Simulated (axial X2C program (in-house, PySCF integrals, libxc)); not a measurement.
# SnC⁺: bond curves with and without spin–orbit coupling

What are the state, bond length, wavenumber and bond energy of SnC⁺, and what does spin–orbit coupling change?

The runs use an in-house X2C program for linear molecules on PySCF integrals; all-electron X2C, Sn dyall-cv3z, C dyall-v3z.

All values are calculated.

## 1. Set-up

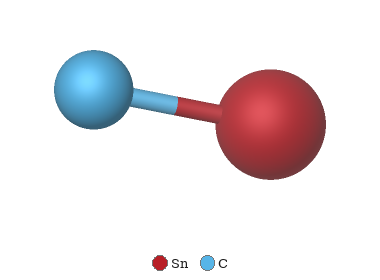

The two atoms at 1.970 Å (tin red, carbon blue).

task.json

```json
{"zs": [50, 6], "q": 1, "bas": ["dyall-cv3z", "dyall-v3z"], "levels": ["PBE0", "HF", "M06"], "cc": true, "r0": 1.97, "thr": -1.0, "nmax": 90, "npts": 10, "nst": 2, "ntry": 6}
```

Keys: zs atomic numbers; q charge; bas basis sets; levels methods (HF also brings MP2); cc coupled cluster on or off; r0 starting distance in Å; thr threshold in hartree for freezing inner shells (an s shell follows its p shell); nmax most natural virtual spinors; npts points asked for on the curve; nst determinants followed; ntry starts of the search.

Launch:

```
> python so2c.py task.json out
```

Spin-free means the one-electron spin-free X2C Hamiltonian; two-component (2c) means X2C with spin–orbit coupling and atomic mean-field two-electron Coulomb and Gaunt terms. Basis: Sn dyall-cv3z contracted to [11s12p9d4f1g], C dyall-v3z contracted to [7s6p2d1f]; Gaussian nuclei, density fitting. Masses: Sn 119.902 u, C 12.000 u.

Notation: σ, π±, δ± give the projection m of an orbital's angular momentum (0, ±1, ±2), α and β its spin, Λ and M_S the sums; ω is the projection of a spinor's total angular momentum and Ω the sum. Logs are in hartree.

The results follow Hamiltonian by Hamiltonian and level by level.

## 2. Which state to follow

PBE0 moves the distance from 1.970 Å to 2.116 Å and compares determinants there.

Spin-free determinants:

| ΔE (eV) | state | open shells |
| --- | --- | --- |
| 0.00 | M_S = 3/2, Λ = 0 | beyond closed shells: σα, π+α, π-α |
| 0.64 | M_S = 1/2, Λ = 0 | beyond closed shells: σβ, π+α, π-α |
| 1.30 | M_S = 1/2, Λ = 2 | beyond closed shells: σα, π+α, π+β |
| 1.30 | M_S = 1/2, Λ = 0 | beyond closed shells: σα, π+β, π-α |
| 1.58 | M_S = 1/2, Λ = 1 | beyond closed shells: π+α |
| 2.03 | M_S = 1/2, Λ = 1 | beyond closed shells: π+α, π+β, π-α |
| 3.29 | M_S = 3/2, Λ = 1 | beyond closed shells: 2 × π+α, π-α |

Two-component determinants:

```csv
ΔE (eV),state,open shells
0.00,Ω = 3/2,excess of +ω over −ω: ω = 3/2
0.64,Ω = 1/2,"excess of +ω over −ω: 2 × ω = -1/2, ω = 3/2"
1.19,Ω = 1/2,excess of +ω over −ω: ω = 1/2
1.28,Ω = 5/2,"excess of +ω over −ω: 2 × ω = 1/2, ω = 3/2"
1.40,Ω = 1/2,excess of +ω over −ω: ω = 1/2
3.46,Ω = 5/2,"excess of +ω over −ω: ω = -1/2, 2 × ω = 3/2"
3.50,Ω = 7/2,"excess of +ω over −ω: ω = 1/2, 2 × ω = 3/2"
```

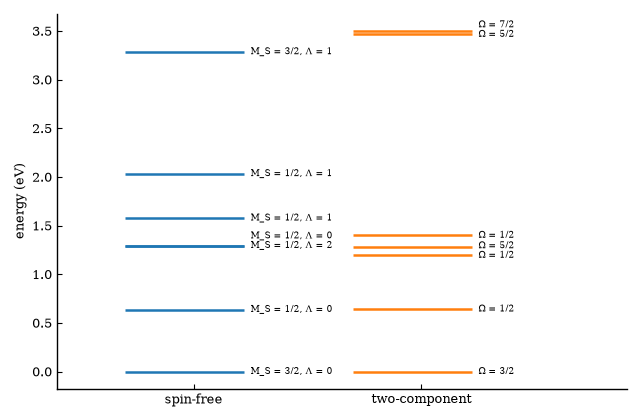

The determinants found, each set from its own lowest.

## 3. PBE0, spin-free

State followed: M_S = 3/2, Λ = 0 (beyond closed shells: σα, π+α, π-α). The scan is laid around 2.116 Å, a first estimate of the minimum, and this SCF restarts from the orbitals of the search.

Output at 2.116 Å:

```text
spin-free X2C-1e  PBE0
basis functions 171  fitting functions 906  grid points 5078
iter        total energy     max residual
   1      -6213.873063718     7.46e-06
   2      -6213.873063719     5.90e-06
converged
one-electron -8676.37324177  Coulomb 2558.87162832  exact exchange -42.21112038  xc functional -129.18545431  nuclear repulsion 75.02512442
```

Along the bond, energies from the lowest point:

| R (Å) | E (eV) | μ (D) | HOMO (eV) | LUMO (eV) | iterations |
| --- | --- | --- | --- | --- | --- |
| 1.841 | 0.7906 | -0.09 | -14.13 | -10.27 | 12 |
| 1.926 | 0.3221 | -0.28 | -14.11 | -10.04 | 11 |
| 1.989 | 0.1238 | -0.43 | -14.08 | -9.89 | 11 |
| 2.053 | 0.0239 | -0.58 | -14.01 | -9.76 | 11 |
| 2.116 | 0.0000 | -0.73 | -13.77 | -9.65 | 2 |
| 2.190 | 0.0443 | -0.90 | -13.50 | -9.54 | 11 |
| 2.264 | 0.1447 | -1.05 | -13.26 | -9.46 | 11 |
| 2.359 | 0.3293 | -1.22 | -12.98 | -9.38 | 11 |
| 2.476 | 0.6043 | -1.39 | -12.68 | -9.30 | 11 |
| 2.645 | 1.0404 | -1.55 | -12.32 | -9.41 | 13 |

Dipoles are positive if C is the positive end and refer to the centre of mass.

Outer orbitals at the reference distance:

```tsv
symmetry	occupied	ε (eV)	atomic character
σα	yes	-24.20	63% C s, 18% Sn s, 9% Sn p
σβ	yes	-21.17	44% C s, 36% Sn s, 8% C p
σα	yes	-18.45	53% Sn s, 23% C p, 15% C s
σβ	yes	-16.35	45% Sn s, 25% C s, 19% Sn p
σα	yes	-13.96	53% C p, 30% Sn p, 13% Sn s
π-α	yes	-13.77	75% C p, 20% Sn p, 4% Sn d
π+α	yes	-13.77	75% C p, 20% Sn p, 4% Sn d
π-β	no	-9.65	71% Sn p, 26% C p
π+β	no	-9.65	71% Sn p, 26% C p
σβ	no	-9.15	52% C p, 29% Sn p, 11% C s
π-α	no	-8.77	76% Sn p, 18% C p, 3% Sn d
```

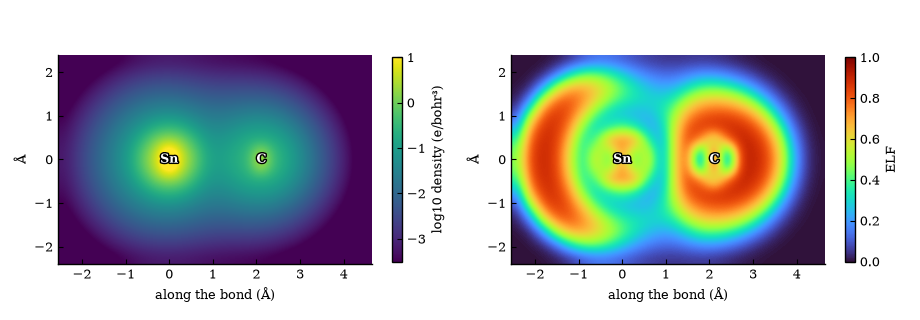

PBE0 fields in a plane through the axis, from a grid of 0.3 Å; Sn lies at z = 0 and C at z = 2.116 Å; the ELF is damped to zero where the density is low.

Re = 2.108 Å, ωe = 608 cm⁻¹, ωexe = 3.16 cm⁻¹, Be = 0.3479 cm⁻¹, De = 2.85 eV, μ = -0.71 D.

## 4. HF, spin-free

Output at 2.116 Å:

```text
spin-free X2C-1e  HF
basis functions 171  fitting functions 906  grid points 5078
iter        total energy     max residual
   1      -6211.320970558     2.27e-01
   2      -6211.347653809     8.30e-03
   3      -6211.350144795     5.06e-03
   4      -6211.351122279     3.85e-03
   5      -6211.351673718     3.14e-03
   6      -6211.352297644     1.51e-03
   7      -6211.352418504     4.69e-04
   8      -6211.352427584     7.07e-05
   9      -6211.352427826     3.89e-05
  10      -6211.352427871     2.36e-05
  11      -6211.352427895     7.01e-06
  12      -6211.352427899     1.84e-06
  13      -6211.352427899     8.00e-07
converged
one-electron -8675.33667381  Coulomb 2557.93466478  exact exchange -168.97554329  xc functional 0.00000000  nuclear repulsion 75.02512442
```

Re = 2.086 Å, ωe = 666 cm⁻¹, ωexe = 3.22 cm⁻¹, Be = 0.3553 cm⁻¹, De = 1.71 eV, μ = -0.89 D.

## 5. M06, spin-free

The SCF at the reference distance of 2.116 Å:

```text
spin-free X2C-1e  M06
basis functions 171  fitting functions 906  grid points 5078
iter        total energy     max residual
   1      -6214.354078803     1.18e-01
   2      -6214.360401612     4.76e-03
   3      -6214.360067557     7.11e-03
   4      -6214.360490867     3.71e-03
   5      -6214.360639035     4.81e-04
   6      -6214.360643124     1.15e-04
   7      -6214.360643480     4.93e-05
   8      -6214.360643535     2.32e-05
   9      -6214.360643545     6.43e-06
  10      -6214.360643546     7.54e-07
converged
one-electron -8676.33752183  Coulomb 2558.85495599  exact exchange -45.59331653  xc functional -126.30988560  nuclear repulsion 75.02512442
```

Re = 2.120 Å, ωe = 600 cm⁻¹, ωexe = 3.01 cm⁻¹, Be = 0.3437 cm⁻¹, De = 2.83 eV, μ = -0.80 D.

## 6. MP2 and beyond, spin-free

Correlated methods: 7 electrons correlated (frozen shells, counted by type: Sn 4 s, 3 p, 2 d; C 1 s), 237 virtual spinors in MP2, 89 natural virtuals in coupled cluster.

Output of the correlated part at 2.116 Å:

```text
correlated 7  virtual 237  natural virtual 89  E(MP2) -0.130063441  MP2 remainder -0.002378775
iter   CCSD correlation   residual
   1     -0.144250037   1.16e-01
   2     -0.151667721   5.59e-02
   3     -0.153267859   2.77e-02
   4     -0.154305990   1.74e-02
   5     -0.154779024   7.15e-03
   6     -0.154801047   1.77e-03
   7     -0.154815363   7.83e-04
   8     -0.154807153   3.00e-04
   9     -0.154804734   1.08e-04
  10     -0.154805104   2.88e-05
  11     -0.154805330   1.15e-05
  12     -0.154805407   3.94e-06
  13     -0.154805454   1.90e-06
  14     -0.154805498   1.04e-06
  15     -0.154805530   4.93e-07
  16     -0.154805545   2.19e-07
(T) -0.007255371  T1 0.0623  D1 0.1019  max T2 0.068
```

T1 in the output is the amplitude norm over the root of the electron number; divide by √2 for the Lee–Taylor value.

MP2: Re = 2.108 Å, ωe = 638 cm⁻¹, Be = 0.3477 cm⁻¹, De = 2.46 eV.

CCSD: Re = 2.112 Å, ωe = 625 cm⁻¹, ωexe = 3.09 cm⁻¹, Be = 0.3463 cm⁻¹, De = 2.35 eV. T1 at Re = 0.044 (Lee–Taylor, the printed value over √2).

CCSD(T): Re = 2.121 Å, ωe = 609 cm⁻¹, ωexe = 3.08 cm⁻¹, Be = 0.3434 cm⁻¹, De = 2.47 eV. T1 at Re = 0.044 (Lee–Taylor, the printed value over √2).

## 7. A higher determinant, spin-free

State: M_S = 1/2, Λ = 0 (beyond closed shells: σβ, π+α, π-α).

Output at the reference distance:

```text
spin-free X2C-1e  PBE0
basis functions 171  fitting functions 906  grid points 5078
iter        total energy     max residual
   1      -6213.849628892     1.28e-05
   2      -6213.849628891     1.56e-05
converged
one-electron -8676.18991946  Coulomb 2558.67699348  exact exchange -42.19932831  xc functional -129.16249903  nuclear repulsion 75.02512442
```

| R (Å) | E above the lowest PBE0 point (eV) |
| --- | --- |
| 1.841 | 1.432 |
| 1.926 | 0.966 |
| 1.989 | 0.768 |
| 2.053 | 0.666 |
| 2.116 | 0.638 |
| 2.190 | 0.675 |
| 2.264 | 0.767 |
| 2.359 | 0.939 |
| 2.476 | 1.195 |

Re = 2.113 Å, ωe = 593 cm⁻¹, ωexe = 3.3 cm⁻¹, Be = 0.3462 cm⁻¹, μ = -0.94 D. ⟨S²⟩ = 1.77 against 0.75 for a pure state, so this determinant mixes spins. Te = 0.64 eV.

## 8. The spin-free curves together

Energy (eV) of the followed determinant, spin-free, from each level's lowest point:

| R (Å) | PBE0 | HF | MP2 | CCSD | CCSD(T) | M06 |
| --- | --- | --- | --- | --- | --- | --- |
| 1.841 | 0.791 | 0.760 | 0.860 | n/a | n/a | 0.863 |
| 1.926 | 0.322 | 0.281 | 0.353 | 0.360 | 0.383 | 0.367 |
| 1.989 | 0.124 | 0.088 | 0.137 | 0.143 | 0.159 | 0.152 |
| 2.053 | 0.024 | 0.002 | 0.027 | 0.031 | 0.039 | 0.037 |
| 2.116 | 0.000 | 0.000 | 0.000 | 0.000 | 0.000 | 0.000 |
| 2.190 | 0.044 | 0.076 | 0.049 | 0.042 | 0.032 | 0.031 |
| 2.264 | 0.145 | 0.212 | 0.162 | 0.145 | 0.124 | 0.121 |
| 2.359 | 0.329 | 0.442 | 0.378 | 0.338 | 0.302 | 0.295 |
| 2.476 | 0.604 | 0.760 | 0.724 | n/a | n/a | 0.560 |
| 2.645 | 1.040 | 1.173 | 1.321 | n/a | n/a | 0.988 |

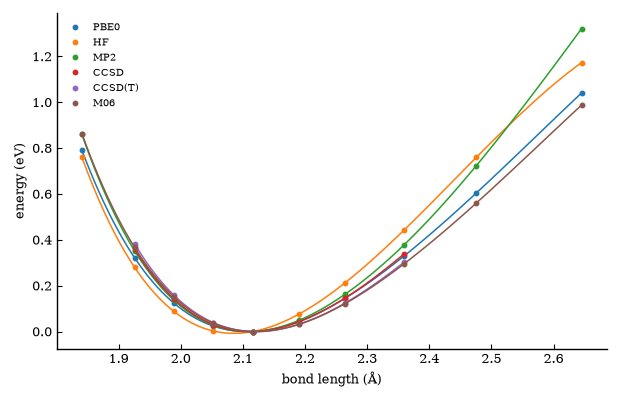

Curves of the followed state, spin-free, each from its own lowest point.

## 9. PBE0, 2c

State followed: Ω = 3/2 (excess of +ω over −ω: ω = 3/2). The scan is laid around 2.116 Å, a first estimate of the minimum, and this SCF restarts from the orbitals of the search.

Output at 2.116 Å:

```text
two-component X2C + atomic mean field  PBE0
basis functions 171  fitting functions 906  grid points 5078
iter        total energy     max residual
   1      -6211.272982029     5.71e-06
   2      -6211.272982031     3.39e-06
converged
one-electron -8668.94154353  Coulomb 2557.46228548  exact exchange -42.18591945  xc functional -129.11223647  nuclear repulsion 75.02512442  atomic mean-field constant -3.52069249
```

Along the bond, energies from the lowest point:

| R (Å) | E (eV) | μ (D) | HOMO (eV) | LUMO (eV) | iterations |
| --- | --- | --- | --- | --- | --- |
| 1.841 | 0.7881 | -0.09 | -14.15 | -10.37 | 12 |
| 1.926 | 0.3216 | -0.28 | -14.12 | -10.15 | 11 |
| 1.989 | 0.1240 | -0.42 | -14.08 | -10.00 | 11 |
| 2.053 | 0.0242 | -0.57 | -14.00 | -9.88 | 11 |
| 2.116 | 0.0000 | -0.72 | -13.76 | -9.77 | 2 |
| 2.190 | 0.0435 | -0.88 | -13.51 | -9.67 | 12 |
| 2.264 | 0.1427 | -1.02 | -13.27 | -9.60 | 12 |
| 2.359 | 0.3250 | -1.18 | -12.99 | -9.52 | 13 |
| 2.476 | 0.5960 | -1.33 | -12.67 | -9.45 | 14 |
| 2.645 | 1.0222 | -1.42 | -12.28 | -9.58 | 15 |

Dipoles are positive if C is the positive end and refer to the centre of mass.

Outer spinors at the reference distance:

```csv
ω,occupied,ε (eV),atomic character,λ mixture
1/2,yes,-24.21,"63% C s, 18% Sn s, 9% Sn p",100% σ
-1/2,yes,-21.18,"44% C s, 36% Sn s, 8% C p",100% σ
1/2,yes,-18.44,"53% Sn s, 23% C p, 15% C s",100% σ
-1/2,yes,-16.35,"45% Sn s, 24% C s, 18% Sn p",100% σ
1/2,yes,-13.97,"53% C p, 30% Sn p, 13% Sn s",100% σ
-1/2,yes,-13.79,"73% C p, 22% Sn p, 3% Sn d",100% π
3/2,yes,-13.76,"76% C p, 18% Sn p, 4% Sn d",100% π
1/2,no,-9.77,"73% Sn p, 25% C p","99% π, 1% σ"
-3/2,no,-9.52,"69% Sn p, 29% C p",100% π
-1/2,no,-9.23,"48% C p, 36% Sn p, 10% C s","83% σ, 17% π"
-1/2,no,-8.83,"67% Sn p, 25% C p, 3% Sn d","83% π, 17% σ"
```

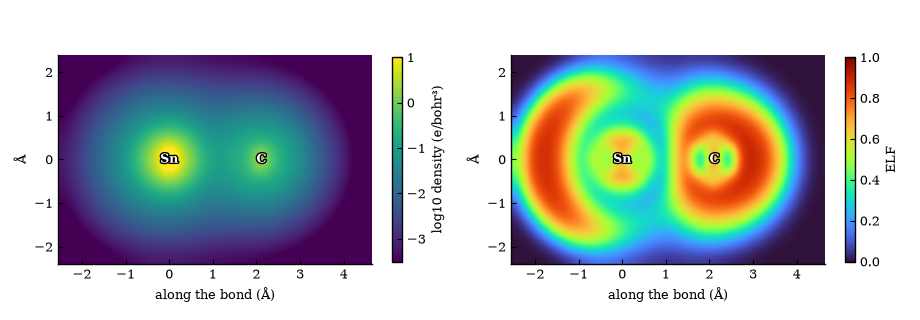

PBE0 fields in a plane through the axis, from a grid of 0.3 Å; Sn lies at z = 0 and C at z = 2.116 Å; the ELF is damped to zero where the density is low.

Re = 2.108 Å, ωe = 605 cm⁻¹, ωexe = 3.22 cm⁻¹, Be = 0.3478 cm⁻¹, De = 2.61 eV, μ = -0.70 D.

## 10. HF, 2c

The SCF at the reference distance of 2.116 Å:

```text
two-component X2C + atomic mean field  HF
basis functions 171  fitting functions 906  grid points 5078
iter        total energy     max residual
   1      -6208.718503913     2.30e-01
   2      -6208.745215400     8.30e-03
   3      -6208.747717540     5.17e-03
   4      -6208.748703149     3.85e-03
   5      -6208.749262253     3.14e-03
   6      -6208.749901326     1.51e-03
   7      -6208.750029404     4.68e-04
   8      -6208.750040110     1.02e-04
   9      -6208.750040738     6.68e-05
  10      -6208.750040987     5.48e-05
  11      -6208.750041260     4.66e-05
  12      -6208.750041438     4.44e-05
  13      -6208.750041696     3.75e-05
  14      -6208.750041966     2.41e-05
  15      -6208.750042060     1.00e-05
  16      -6208.750042067     4.92e-06
  17      -6208.750042068     2.68e-06
converged
one-electron -8667.89964593  Coulomb 2556.52006146  exact exchange -168.87488953  xc functional 0.00000000  nuclear repulsion 75.02512442  atomic mean-field constant -3.52069249
```

Re = 2.086 Å, ωe = 665 cm⁻¹, ωexe = 3.18 cm⁻¹, Be = 0.3553 cm⁻¹, De = 1.38 eV, μ = -0.87 D.

## 11. M06, 2c

Output at 2.116 Å:

```text
two-component X2C + atomic mean field  M06
basis functions 171  fitting functions 906  grid points 5078
iter        total energy     max residual
   1      -6211.753432530     1.18e-01
   2      -6211.759850216     4.75e-03
   3      -6211.759551364     6.97e-03
   4      -6211.759939357     3.89e-03
   5      -6211.760093096     4.88e-04
   6      -6211.760098209     1.16e-04
   7      -6211.760099280     6.13e-05
   8      -6211.760099576     3.13e-05
   9      -6211.760099631     1.43e-05
  10      -6211.760099643     5.68e-06
  11      -6211.760099645     2.38e-06
converged
one-electron -8668.91029787  Coulomb 2557.44995174  exact exchange -45.56602478  xc functional -126.23816067  nuclear repulsion 75.02512442  atomic mean-field constant -3.52069249
```

Re = 2.121 Å, ωe = 596 cm⁻¹, ωexe = 3.15 cm⁻¹, Be = 0.3435 cm⁻¹, De = 2.38 eV, μ = -0.78 D.

## 12. Correlated methods, 2c

Correlated methods: 7 electrons correlated (frozen shells, counted by type: Sn 4 s, 3 p, 2 d; C 1 s), 237 virtual spinors in MP2, 90 natural virtuals in coupled cluster.

Output of the correlated part at 2.116 Å:

```text
correlated 7  virtual 237  natural virtual 90  E(MP2) -0.129968936  MP2 remainder -0.002334523
iter   CCSD correlation   residual
   1     -0.144185024   1.16e-01
   2     -0.151615106   5.60e-02
   3     -0.153225666   2.78e-02
   4     -0.154268725   1.75e-02
   5     -0.154745917   7.25e-03
   6     -0.154770194   1.94e-03
   7     -0.154786356   9.74e-04
   8     -0.154777419   5.14e-04
   9     -0.154773913   3.34e-04
  10     -0.154773964   2.27e-04
  11     -0.154776353   1.39e-04
  12     -0.154776880   6.32e-05
  13     -0.154777553   3.74e-05
  14     -0.154777987   2.38e-05
  15     -0.154778456   1.31e-05
  16     -0.154778597   6.61e-06
  17     -0.154778586   3.85e-06
(T) -0.007267314  T1 0.0626  D1 0.1051  max T2 0.071
```

MP2: Re = 2.108 Å, ωe = 637 cm⁻¹, Be = 0.3476 cm⁻¹, De = 2.16 eV.

CCSD: Re = 2.113 Å, ωe = 623 cm⁻¹, ωexe = 3.09 cm⁻¹, Be = 0.3461 cm⁻¹, De = 2.05 eV. T1 at Re = 0.044 (Lee–Taylor, the printed value over √2).

CCSD(T): Re = 2.122 Å, ωe = 607 cm⁻¹, ωexe = 3.07 cm⁻¹, Be = 0.3432 cm⁻¹, De = 2.17 eV. T1 at Re = 0.044 (Lee–Taylor, the printed value over √2).

## 13. A higher determinant, 2c

State: Ω = 1/2 (excess of +ω over −ω: 2 × ω = -1/2, ω = 3/2).

Output at the reference distance:

```text
two-component X2C + atomic mean field  PBE0
basis functions 171  fitting functions 906  grid points 5078
iter        total energy     max residual
   1      -6211.249375679     7.02e-06
   2      -6211.249375680     7.06e-06
converged
one-electron -8668.75003419  Coulomb 2557.26030572  exact exchange -42.17439520  xc functional -129.08968395  nuclear repulsion 75.02512442  atomic mean-field constant -3.52069249
```

| R (Å) | E above the lowest PBE0 point (eV) |
| --- | --- |
| 1.841 | 1.441 |
| 1.926 | 0.974 |
| 1.989 | 0.775 |
| 2.053 | 0.672 |
| 2.116 | 0.642 |
| 2.190 | 0.678 |
| 2.264 | 0.768 |
| 2.359 | 0.936 |
| 2.476 | 1.187 |

Re = 2.114 Å, ωe = 590 cm⁻¹, ωexe = 3.38 cm⁻¹, Be = 0.3457 cm⁻¹, μ = -0.93 D. Te = 0.64 eV.

## 14. The 2c curves together

Energy (eV) of the followed determinant, 2c, from each level's lowest point:

| R (Å) | PBE0 | HF | MP2 | CCSD | CCSD(T) | M06 |
| --- | --- | --- | --- | --- | --- | --- |
| 1.841 | 0.788 | 0.758 | 0.860 | n/a | n/a | 0.854 |
| 1.926 | 0.322 | 0.280 | 0.353 | 0.361 | 0.384 | 0.365 |
| 1.989 | 0.124 | 0.087 | 0.137 | 0.144 | 0.159 | 0.151 |
| 2.053 | 0.024 | 0.002 | 0.027 | 0.031 | 0.039 | 0.037 |
| 2.116 | 0.000 | 0.000 | 0.000 | 0.000 | 0.000 | 0.000 |
| 2.190 | 0.043 | 0.076 | 0.048 | 0.041 | 0.031 | 0.030 |
| 2.264 | 0.143 | 0.211 | 0.161 | 0.144 | 0.122 | 0.118 |
| 2.359 | 0.325 | 0.440 | 0.379 | 0.335 | 0.299 | 0.288 |
| 2.476 | 0.596 | 0.751 | 0.738 | n/a | n/a | 0.544 |
| 2.645 | 1.022 | 1.127 | 1.376 | n/a | n/a | 0.936 |

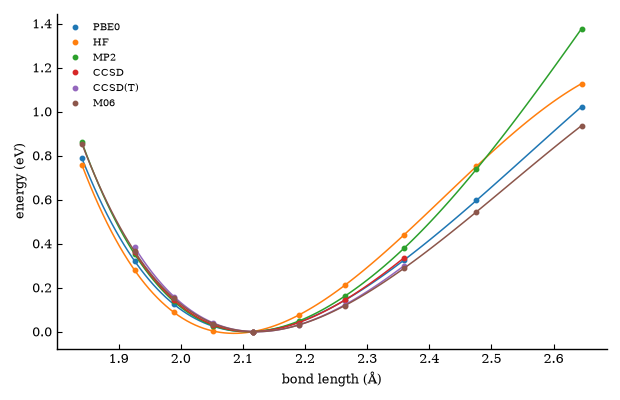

Curves of the followed state, 2c, each from its own lowest point.

Time for the job: 2.7 min (1 thread of Arm Neoverse V1, shared host); peak memory 0.49 GiB.

## 15. What came out

Lowest determinant that the search found at its distance, spin-free: M_S = 3/2, Λ = 0 (beyond closed shells: σα, π+α, π-α).

Lowest determinant that the search found at its distance, 2c: Ω = 3/2 (excess of +ω over −ω: ω = 3/2).

| Hamiltonian | level | Re (Å) | ωe (cm⁻¹) | De (eV) | μ (D) |
| --- | --- | --- | --- | --- | --- |
| spin-free | PBE0 | 2.108 | 608 | 2.85 | -0.71 |
| spin-free | HF | 2.086 | 666 | 1.71 | -0.89 |
| spin-free | MP2 | 2.108 | 638 | 2.46 | n/a |
| spin-free | CCSD | 2.112 | 625 | 2.35 | n/a |
| spin-free | CCSD(T) | 2.121 | 609 | 2.47 | n/a |
| spin-free | M06 | 2.120 | 600 | 2.83 | -0.80 |
| 2c | PBE0 | 2.108 | 605 | 2.61 | -0.70 |
| 2c | HF | 2.086 | 665 | 1.38 | -0.87 |
| 2c | MP2 | 2.108 | 637 | 2.16 | n/a |
| 2c | CCSD | 2.113 | 623 | 2.05 | n/a |
| 2c | CCSD(T) | 2.122 | 607 | 2.17 | n/a |
| 2c | M06 | 2.121 | 596 | 2.38 | -0.78 |

Dipoles are positive if C is the positive end and refer to the centre of mass.

Time per point (s) on 1 thread of Arm Neoverse V1, shared host (2c runs; CCSD comes with the CCSD(T) run); the times are rough: PBE0 0.65, HF 0.68, MP2 0.77, CCSD(T) 5.6, M06 1.1.

At CCSD(T), going from spin-free to two-component changes Re by +1 mÅ, ωe by -0.3 %; the spin-free picture holds up (part of it comes from the scalar share of the two-electron terms). De moves by -0.30 eV; both De rest on single-determinant atoms, which can miss part of an open shell's spin–orbit lowering.

De refers to Sn+ + C, each in the lowest determinant found, which need not be this curve's own limit. Each curve is one determinant whose occupation by symmetry is held fixed; it was picked as the lowest of a PBE0 search that is not exhaustive. Dissociation energies refer to the lowest single-determinant-based atoms at the same level and basis. Density functionals use the spin component along the axis (collinear). Coupled cluster ran in a truncated set of natural virtual spinors; the MP2 energy of the rest was added. The meta-GGAs lack a current-density term, which matters for open shells with orbital currents, atoms included. With several unpaired electrons one determinant need not be a pure state. With the outer-core shells frozen, correlated bond lengths of heavy atoms tend to come out a few hundredths of an ångström too long. T1 at Re is 0.044 (Lee–Taylor), above the customary mark of 0.02.
